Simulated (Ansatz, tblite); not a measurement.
# Ge20H28 off sphere (Ge20H28): charged states by level of theory

Aim: the energy of removing and adding an electron for Ge20H28 off sphere (Ge20H28), by energy differences, and how well orbital energies stand in for it.

Computed with Ansatz 0.2.0, Gaussian basis. Level: as each input shows.

Plan: charge +1 doublet, at the geometry of the singlet (PBE0-D4/def2-TZVP, PBE-D4/def2-TZVP, revPBE-D4/def2-TZVP); charge -1 doublet, at the geometry of the singlet (PBE0-D4/def2-TZVP, PBE-D4/def2-TZVP, revPBE-D4/def2-TZVP); the starting singlet's energies come from earlier runs.

1 further run of the same task is left out (set aside as unsound or not needed).

### 1 The structure

The singlet was relaxed beforehand with PBE-D4/def2-SVP.

48 atoms, charge 0, spin multiplicity 1.

Atoms are counted from 1 here; the program's logs count them from 0.

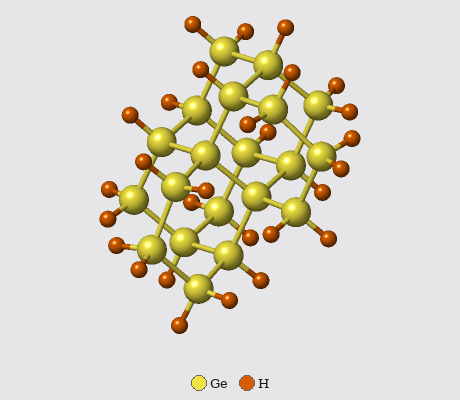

The structure; germanium yellow, hydrogen orange.

### 2 Charge +1 doublet at the fixed geometry, PBE0-D4/def2-TZVP

in.yaml

```yaml
crystal:
  periodic: [false, false, false]
  atoms:
    - {symbol: Ge, position_ang: [-4.056204, 2.014881, -0.279564]}
    - {symbol: Ge, position_ang: [-1.413284, -3.309043, 2.860659]}
    - {symbol: Ge, position_ang: [1.748192, -3.567604, -0.360173]}
    - {symbol: Ge, position_ang: [-1.125278, 2.165777, -3.098951]}
    - {symbol: Ge, position_ang: [1.665918, -0.688812, -3.102903]}
    - {symbol: Ge, position_ang: [-1.129792, -0.711664, -0.282695]}
    - {symbol: Ge, position_ang: [-1.200086, 1.974936, 2.618143]}
    - {symbol: Ge, position_ang: [1.699033, -0.727717, 2.528334]}
    - {symbol: Ge, position_ang: [1.695575, 2.138317, -0.275051]}
    - {symbol: Ge, position_ang: [4.520167, -0.743075, -0.274816]}
    - {symbol: Ge, position_ang: [-2.617688, -1.974212, 1.202116]}
    - {symbol: Ge, position_ang: [-2.529273, 0.727832, -1.697533]}
    - {symbol: Ge, position_ang: [-2.859438, 3.309721, 1.414754]}
    - {symbol: Ge, position_ang: [0.273678, -2.138631, -1.695406]}
    - {symbol: Ge, position_ang: [0.281937, -2.014408, 4.056366]}
    - {symbol: Ge, position_ang: [3.099349, -2.166040, 1.123633]}
    - {symbol: Ge, position_ang: [0.271966, 0.742351, -4.520486]}
    - {symbol: Ge, position_ang: [0.359549, 3.567320, -1.748865]}
    - {symbol: Ge, position_ang: [3.101911, 0.688140, -1.668060]}
    - {symbol: Ge, position_ang: [0.283482, 0.711744, 1.129489]}
    - {symbol: H, position_ang: [-4.916552, 2.971091, -1.158371]}
    - {symbol: H, position_ang: [-5.026454, 1.027355, 0.432594]}
    - {symbol: H, position_ang: [-2.429160, -3.900641, 3.884203]}
    - {symbol: H, position_ang: [-0.725938, -4.502236, 2.138883]}
    - {symbol: H, position_ang: [2.697719, -4.346757, -1.321257]}
    - {symbol: H, position_ang: [0.927669, -4.613230, 0.450867]}
    - {symbol: H, position_ang: [-2.032638, 3.072953, -3.989889]}
    - {symbol: H, position_ang: [2.581717, -1.587892, -3.994968]}
    - {symbol: H, position_ang: [-1.947223, 0.945303, 3.517500]}
    - {symbol: H, position_ang: [-0.354357, 2.885367, 3.557737]}
    - {symbol: H, position_ang: [2.645062, 0.186026, 3.373419]}
    - {symbol: H, position_ang: [2.608339, 3.011162, 0.644556]}
    - {symbol: H, position_ang: [5.424338, -1.625901, -1.186890]}
    - {symbol: H, position_ang: [5.448006, 0.132886, 0.617883]}
    - {symbol: H, position_ang: [-3.558273, -2.884353, 0.357176]}
    - {symbol: H, position_ang: [-3.516077, -0.944354, 1.950103]}
    - {symbol: H, position_ang: [-3.375115, -0.185965, -2.642837]}
    - {symbol: H, position_ang: [-3.882350, 3.901122, 2.431354]}
    - {symbol: H, position_ang: [-2.138327, 4.503035, 0.726958]}
    - {symbol: H, position_ang: [-0.646600, -3.011458, -2.607511]}
    - {symbol: H, position_ang: [1.161198, -2.970633, 4.916273]}
    - {symbol: H, position_ang: [-0.429663, -1.026790, 5.026967]}
    - {symbol: H, position_ang: [3.990796, -3.073237, 2.030468]}
    - {symbol: H, position_ang: [-0.621714, -0.133749, -5.447257]}
    - {symbol: H, position_ang: [1.183408, 1.624732, -5.425711]}
    - {symbol: H, position_ang: [1.319939, 4.346705, -2.698955]}
    - {symbol: H, position_ang: [-0.451103, 4.612802, -0.927703]}
    - {symbol: H, position_ang: [3.993638, 1.586814, -2.584583]}
basis:
  gaussian: {orbitals: def2-TZVP, fitting: {mean_field: def2-universal-jkfit}}
total_charge: 1
magnetization: {spin_polarized: true, initial_magnetization: 1}
hamiltonian: {xc: pbe0, dispersion: d4}
scf: {omitted_lower_state_checks: [starts]}
output: {orbitals: {seedname: orbitals}}
```

Command:

```console
> ansatz run in.yaml --threads 11 --pin off --events-out ev --progress --plain --max-ram 174080MiB --backend cuda --devices 0, --max-vram 75GiB
```

The program printed:

```text
Functional definition: PBE0
  name "PBE0"
  cite "Adamo & Barone, J. Chem. Phys. 110, 6158 (1999) doi:10.1063/1.478522"
  cite "Perdew, Burke & Ernzerhof, Phys. Rev. Lett. 77, 3865 (1996) doi:10.1103/PhysRevLett.77.3865"
  parent pbe
  parameter a = 0.25
  parameter kappa = 0.804
  parameter beta = 0.06672455060314922
  exchange = (1 - a)*pbe_x(kappa = kappa, mu = beta*pi^2/3) + a*exact_x
  correlation = pbe_c(beta = beta)
these checks for a lower state are left out or cut short: starts
5824 factors; integrals over basis functions are off by at most 6.2e-1 eV
mean field evaluation 1: about -1130681.0111 eV, gradient 4.3e1 eV
mean field evaluation 2: about -1130681.8380 eV, gradient 4.2e1 eV
mean field evaluation 4: about -1130683.8660 eV, gradient 3.8e0 eV
mean field evaluation 8: about -1130683.8966 eV, gradient 3.4e-1 eV
mean field evaluation 16: about -1130683.8979 eV, gradient 3.6e-3 eV
mean field evaluation 32: about -1130683.8979 eV, gradient 2.7e-5 eV
mean field -1130683.89792700 eV, -41551.8668437448 hartree, gradient 5.6e-6 eV, S^2 0.753653; 0 other end points of the search recorded, 0 dependent functions left out
reference -1130683.89801046 eV, -41551.8668468118 hartree; 334, 333 occupied and 794, 795 virtual orbitals, 5824 factors
Total energy: -1130686.86596121 eV, -41551.9759169902 hartree
Checks for a lower state left out: starts
```

Wall time 36 s (1 × H100 with 11 threads of AMD EPYC 7R13, shared host); peak host memory 2.1 GiB.

HOMO -9.75 eV, LUMO -8.75 eV (over both spins); ⟨S²⟩ 0.754 (pure: 0.75).

### 3 Charge +1 doublet at the fixed geometry, PBE-D4/def2-TZVP

start.molden holds the orbitals of an earlier run on this state, given as this run's starting guess.

in.yaml: that of step 2 with these lines changed.

```diff
@@ -52,6 +52,6 @@
 basis:
-  gaussian: {orbitals: def2-TZVP, fitting: {mean_field: def2-universal-jkfit}}
+  gaussian: {orbitals: def2-TZVP, fitting: {mean_field: def2-universal-jkfit}, initial_orbitals: start.molden}
 total_charge: 1
 magnetization: {spin_polarized: true, initial_magnetization: 1}
-hamiltonian: {xc: pbe0, dispersion: d4}
+hamiltonian: {xc: pbe, dispersion: d4}
 scf: {omitted_lower_state_checks: [starts]}
```

Same command.

The program printed:

```text
Functional definition: PBE
  name "PBE"
  cite "Perdew, Burke & Ernzerhof, Phys. Rev. Lett. 77, 3865 (1996) doi:10.1103/PhysRevLett.77.3865"
  parent pbe
  parameter kappa = 0.804
  parameter beta = 0.06672455060314922
  exchange = pbe_x(kappa = kappa, mu = beta*pi^2/3)
  correlation = pbe_c(beta = beta)
these checks for a lower state are left out or cut short: starts
5824 factors; integrals over basis functions are off by at most 6.2e-1 eV
mean field evaluation 1: about -1130652.8245 eV, gradient 2.5e1 eV
mean field evaluation 2: about -1130653.8760 eV, gradient 1.3e0 eV
mean field evaluation 4: about -1130653.8261 eV, gradient 1.0e-1 eV
mean field evaluation 8: about -1130653.8264 eV, gradient 2.2e-5 eV
mean field -1130653.82636624 eV, -41550.7617342699 hartree, gradient 4.1e-6 eV, S^2 0.750909; 0 other end points of the search recorded, 0 dependent functions left out
reference -1130653.82647970 eV, -41550.7617384397 hartree; 334, 333 occupied and 794, 795 virtual orbitals, 5824 factors
Total energy: -1130657.06414954 eV, -41550.8807206115 hartree
Checks for a lower state left out: starts
```

Run time: 17 s. Hardware: 1 × H100 with 11 threads of AMD EPYC 7R13, shared host; peak host memory 2 GiB.

HOMO -8.86 eV, LUMO -8.78 eV (over both spins); ⟨S²⟩ 0.751 (pure: 0.75).

### 4 Charge +1 doublet at the fixed geometry, revPBE-D4/def2-TZVP

in.yaml: that of step 3 with these lines changed.

```diff
@@ -55,3 +55,3 @@
 magnetization: {spin_polarized: true, initial_magnetization: 1}
-hamiltonian: {xc: pbe, dispersion: d4}
+hamiltonian: {xc: {name: revPBE}, dispersion: d4}
 scf: {omitted_lower_state_checks: [starts]}
```

Same command.

The program printed:

```text
Functional definition: revPBE
  name "revPBE"
  cite "Zhang & Yang, Phys. Rev. Lett. 80, 890 (1998) doi:10.1103/PhysRevLett.80.890"
  cite "Perdew, Burke & Ernzerhof, Phys. Rev. Lett. 77, 3865 (1996) doi:10.1103/PhysRevLett.77.3865"
  parameter kappa = 1.245
  parameter beta = 0.06672455060314922
  exchange = pbe_x(kappa = kappa, mu = beta*pi^2/3)
  correlation = pbe_c(beta = beta)
these checks for a lower state are left out or cut short: starts
5824 factors; integrals over basis functions are off by at most 6.2e-1 eV
mean field evaluation 1: about -1130736.8904 eV, gradient 2.3e1 eV
mean field evaluation 2: about -1130737.7697 eV, gradient 1.0e0 eV
mean field evaluation 4: about -1130737.7153 eV, gradient 1.1e-1 eV
mean field evaluation 8: about -1130737.7156 eV, gradient 1.6e-5 eV
mean field -1130737.71556664 eV, -41553.8446055225 hartree, gradient 5.4e-6 eV, S^2 0.751008; 0 other end points of the search recorded, 0 dependent functions left out
reference -1130737.71570802 eV, -41553.8446107181 hartree; 334, 333 occupied and 794, 795 virtual orbitals, 5824 factors
Total energy: -1130743.84381239 eV, -41554.0698144001 hartree
Checks for a lower state left out: starts
```

Wall time 18 s (1 × H100 with 11 threads of AMD EPYC 7R13, shared host); peak host memory 2 GiB.

HOMO -8.82 eV, LUMO -8.73 eV (over both spins); ⟨S²⟩ 0.751 (pure: 0.75).

### 5 Vertical ionisation energy

Charged state less starting state, singlet to doublet; the starting state's energies are those of its earlier runs.

```
              level  vertical ionisation energy (eV)  time
   PBE-D4/def2-TZVP                            +7.43  26 s
revPBE-D4/def2-TZVP                            +7.47  25 s
  PBE0-D4/def2-TZVP                            +7.84  54 s
```

Times add the two runs; a level without a time comes out of a correlated run.

Beside −ε(HOMO) of the starting state:

```
              level  −ε(HOMO) (eV)  by difference (eV)  mismatch (eV)
   PBE-D4/def2-TZVP           5.95                7.43          -1.48
revPBE-D4/def2-TZVP           5.91                7.47          -1.56
  PBE0-D4/def2-TZVP           6.83                7.84          -1.02
```

### 6 Charge -1 doublet at the fixed geometry, PBE0-D4/def2-TZVP

in.yaml: that of step 4 with these lines changed.

```diff
@@ -52,6 +52,6 @@
 basis:
-  gaussian: {orbitals: def2-TZVP, fitting: {mean_field: def2-universal-jkfit}, initial_orbitals: start.molden}
-total_charge: 1
+  gaussian: {orbitals: def2-TZVP, fitting: {mean_field: def2-universal-jkfit}}
+total_charge: -1
 magnetization: {spin_polarized: true, initial_magnetization: 1}
-hamiltonian: {xc: {name: revPBE}, dispersion: d4}
+hamiltonian: {xc: pbe0, dispersion: d4}
 scf: {omitted_lower_state_checks: [starts]}
```

Same command.

The program printed (excerpt; [...] marks lines left out):

```text
Functional definition: PBE0
  name "PBE0"
  cite "Adamo & Barone, J. Chem. Phys. 110, 6158 (1999) doi:10.1063/1.478522"
  cite "Perdew, Burke & Ernzerhof, Phys. Rev. Lett. 77, 3865 (1996) doi:10.1103/PhysRevLett.77.3865"
  parent pbe
[...]
5824 factors; integrals over basis functions are off by at most 6.2e-1 eV
[...]
mean field -1130692.08693261 eV, -41552.1677841502 hartree, gradient 8.9e-6 eV, S^2 0.752508; 0 other end points of the search recorded, 0 dependent functions left out
reference -1130692.08701312 eV, -41552.1677871087 hartree; 335, 334 occupied and 793, 794 virtual orbitals, 5824 factors
Total energy: -1130695.17488882 eV, -41552.2812644477 hartree
Checks for a lower state left out: starts
```

It took 41 s on 1 × H100 with 11 threads of AMD EPYC 7R13, shared host; peak host memory 2.1 GiB.

HOMO 0.50 eV, LUMO 1.54 eV (over both spins); ⟨S²⟩ 0.753 (pure: 0.75). Doubts: highest occupied level lies above zero.

### 7 Charge -1 doublet at the fixed geometry, PBE-D4/def2-TZVP

in.yaml: that of step 6 with these lines changed.

```diff
@@ -52,6 +52,6 @@
 basis:
-  gaussian: {orbitals: def2-TZVP, fitting: {mean_field: def2-universal-jkfit}}
+  gaussian: {orbitals: def2-TZVP, fitting: {mean_field: def2-universal-jkfit}, initial_orbitals: start.molden}
 total_charge: -1
 magnetization: {spin_polarized: true, initial_magnetization: 1}
-hamiltonian: {xc: pbe0, dispersion: d4}
+hamiltonian: {xc: pbe, dispersion: d4}
 scf: {omitted_lower_state_checks: [starts]}
```

Launched as before.

The program printed:

```text
Functional definition: PBE
  name "PBE"
  cite "Perdew, Burke & Ernzerhof, Phys. Rev. Lett. 77, 3865 (1996) doi:10.1103/PhysRevLett.77.3865"
  parent pbe
  parameter kappa = 0.804
  parameter beta = 0.06672455060314922
  exchange = pbe_x(kappa = kappa, mu = beta*pi^2/3)
  correlation = pbe_c(beta = beta)
these checks for a lower state are left out or cut short: starts
5824 factors; integrals over basis functions are off by at most 6.2e-1 eV
mean field evaluation 1: about -1130660.8395 eV, gradient 2.5e1 eV
mean field evaluation 2: about -1130661.8939 eV, gradient 1.2e0 eV
mean field evaluation 4: about -1130661.8485 eV, gradient 2.2e-1 eV
mean field evaluation 8: about -1130661.8517 eV, gradient 2.1e-5 eV
mean field evaluation 16: about -1130661.8517 eV, gradient 1.6e-5 eV
mean field -1130661.85173431 eV, -41551.0566611068 hartree, gradient 2.9e-6 eV, S^2 0.750997; 0 other end points of the search recorded, 0 dependent functions left out
reference -1130661.85183758 eV, -41551.0566649021 hartree; 335, 334 occupied and 793, 794 virtual orbitals, 5824 factors
Total energy: -1130665.22162854 eV, -41551.1805024356 hartree
Checks for a lower state left out: starts
```

Wall time 17 s (1 × H100 with 11 threads of AMD EPYC 7R13, shared host); peak host memory 2 GiB.

Report: HOMO 0.68 eV, LUMO 0.84 eV (over both spins); ⟨S²⟩ 0.751 (pure: 0.75). Doubts: highest occupied level lies above zero.

### 8 Charge -1 doublet at the fixed geometry, revPBE-D4/def2-TZVP

in.yaml: that of step 7 with these lines changed.

```diff
@@ -55,3 +55,3 @@
 magnetization: {spin_polarized: true, initial_magnetization: 1}
-hamiltonian: {xc: pbe, dispersion: d4}
+hamiltonian: {xc: {name: revPBE}, dispersion: d4}
 scf: {omitted_lower_state_checks: [starts]}
```

Same command.

The program printed (excerpt; [...] marks lines left out):

```text
Functional definition: revPBE
  name "revPBE"
  cite "Zhang & Yang, Phys. Rev. Lett. 80, 890 (1998) doi:10.1103/PhysRevLett.80.890"
  cite "Perdew, Burke & Ernzerhof, Phys. Rev. Lett. 77, 3865 (1996) doi:10.1103/PhysRevLett.77.3865"
[...]
5824 factors; integrals over basis functions are off by at most 6.2e-1 eV
[...]
mean field -1130745.60573797 eV, -41554.1345639709 hartree, gradient 2.7e-6 eV, S^2 0.751293; 0 other end points of the search recorded, 0 dependent functions left out
reference -1130745.60586706 eV, -41554.1345687146 hartree; 335, 334 occupied and 793, 794 virtual orbitals, 5824 factors
Total energy: -1130752.03427455 eV, -41554.3708083328 hartree
Checks for a lower state left out: starts
```

Run time: 19 s. Hardware: 1 × H100 with 11 threads of AMD EPYC 7R13, shared host; peak host memory 2 GiB.

Report: HOMO 0.77 eV, LUMO 0.95 eV (over both spins); ⟨S²⟩ 0.751 (pure: 0.75). Doubts: highest occupied level lies above zero.

### 9 Vertical electron affinity

Starting state less charged state (positive: the electron is bound), singlet to doublet; the starting state's energies are those of its earlier runs.

```
              level  vertical electron affinity (eV)  time
   PBE-D4/def2-TZVP                            +0.73  26 s
revPBE-D4/def2-TZVP                            +0.72  26 s
  PBE0-D4/def2-TZVP                            +0.46  59 s
```

Times add the two runs; a level without a time comes out of a correlated run.

Beside −ε(LUMO) of the starting state:

```
              level  −ε(LUMO) (eV)  by difference (eV)  mismatch (eV)
   PBE-D4/def2-TZVP           2.01                0.73          +1.28
revPBE-D4/def2-TZVP           1.91                0.72          +1.19
  PBE0-D4/def2-TZVP           1.31                0.46          +0.84
```

### 10 Summary of results

| quantity | value |
| --- | --- |
| vertical ionisation energy, functionals in def2-TZVP | 7.43 (PBE-D4) to 7.84 eV (PBE0-D4) |
| vertical electron affinity, functionals in def2-TZVP | 0.46 (PBE0-D4) to 0.73 eV (PBE-D4) |

In words: The vertical ionisation energy spans 7.43 to 7.84 eV over the functionals. −ε(HOMO) misses the level's own difference by -1.02 eV at best (PBE0-D4) and -1.56 eV at worst (revPBE-D4). The vertical electron affinity spans 0.46 to 0.73 eV over the functionals. The anion's highest level lies above zero where self-interaction lifts it, so diffuse functions weigh on these values. −ε(LUMO) misses the level's own difference by +0.84 eV at best (PBE0-D4) and +1.28 eV at worst (PBE-D4).
